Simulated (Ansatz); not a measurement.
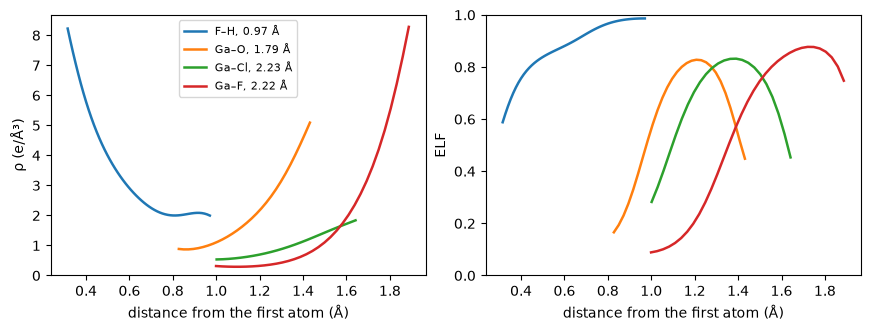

Figure. ClGaH2O2···HF. Electron density and electron localisation function along straight lines between neighbouring atoms. The curves leave out the atomic cores.

Theory: RKS PBE/def2-SVP in Ansatz.

Input

```
crystal:
  periodic: [false, false, false]
  atoms:
    - { symbol: Ga, position_ang: [0.013056, 0.46481, -0.39117] }
    - { symbol: Cl, position_ang: [-0.015627, 0.171517, 3.030566] }
    - { symbol: O, position_ang: [1.6018, -0.243698, -0.820856] }
    - { symbol: H, position_ang: [1.500273, -1.087912, -1.298782] }
    - { symbol: O, position_ang: [-1.642583, -0.112977, -0.74733] }
    - { symbol: H, position_ang: [-1.64935, -1.038791, -1.05291] }
    - { symbol: F, position_ang: [0.095849, 2.021809, 0.371447] }
    - { symbol: H, position_ang: [0.043283, 1.337742, 2.372335] }
basis:
  gaussian: { orbitals: def2-SVP }
hamiltonian:
  xc: pbe
relax:
  f_tol: 0.03
  max_steps: 50
output:
  orbitals: {}
```

Command:

```sh
ansatz run input.yaml --threads 2 --pin off --max-ram 3072MiB --backend cpu --events-out ev --progress --plain --runs-dir out
```

The fields are those of the relaxed geometry.

Q: Compare the contacts.

A: F–H (0.97 Å): ρ is about 4.2 e/Å³ halfway; the ELF climbs to about 1 towards the hydrogen, as it does in any bond to H: a covalent bond by its length.
Ga–O (1.79 Å): ρ is about 0.88 e/Å³ halfway; the ELF peaks at about 0.85 in the valence shell of O, 0.6 Å from its nucleus, and is about 0.30 at the midpoint.
Ga–Cl (2.23 Å): ρ is about 0.59 e/Å³ halfway; the ELF peaks at about 0.85 in the valence shell of Cl, 0.8 Å from its nucleus, and is about 0.55 at the midpoint.
Ga1···F7 (2.22 Å): the density falls to about 0.29 e/Å³ on the way; the ELF is about 0.10 at the midpoint.
